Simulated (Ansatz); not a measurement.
In doubt: masses and optical values from hybrid runs of this build are listed as unsure (in some of the runs), which bears on the screening that GW takes from such a start.

The crystal is Diamond (Fd-3m, 2 atoms a cell).

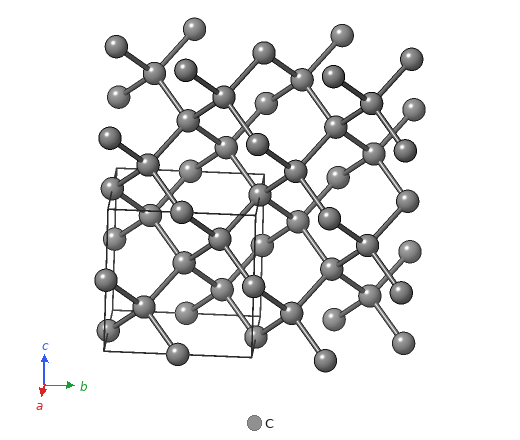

The structure (carbon grey). 1×2×2 conventional cells are drawn. Some periodic images of atoms are drawn too.

```cif
data_structure
_symmetry_space_group_name_H-M 'P 1'
_symmetry_Int_Tables_number 1
_cell_length_a 2.5221
_cell_length_b 2.5221
_cell_length_c 2.5221
_cell_angle_alpha 60.000
_cell_angle_beta 60.000
_cell_angle_gamma 60.000
_cell_volume 11.34
loop_
_atom_site_label
_atom_site_type_symbol
_atom_site_fract_x
_atom_site_fract_y
_atom_site_fract_z
_atom_site_occupancy
C1 C 0.00000 0.00000 0.00000 1
C2 C 0.25000 0.25000 0.25000 1
```

The cell and positions come from the Crystallography Open Database and are kept as given unless a step says otherwise.

Gaps computed with Ansatz 0.2.0 without a self-energy: HSE06 5.29 eV.

Question: What gap should G0W0 on HSE06 give (12×12×12 mesh, 101 empty bands, screening to 250 eV, hard PAW files)?

About 5.95 eV: on its mesh the run moves the gap from 5.32 eV by +0.67 eV, and the mesh misses the edges by 0.03 eV. Bands and cutoff are finite, so the gap is not at the basis limit. The miss can reach some tenths of an eV and take either sign; the mesh is an error of its own.

[Paths, hosts, dates, memory and timing lines, banners, echoed tables and standing remarks are left out of the program output.]

[Logs are printed without paths, hosts, clocks, repeated set-up lines and the standing remarks that a program may print on its own settings, such as how far it seeks lower states.]

[Runs of the session that timed out or met a known fault of the program may be left out.]

[Cells called generated may have been cut or substituted from an entry of the Crystallography Open Database or the Materials Project.]

[Hosts, paths, dates, database ids (printed as entryN), source tags and the programs' standing remarks are cut or masked in the printed files.]
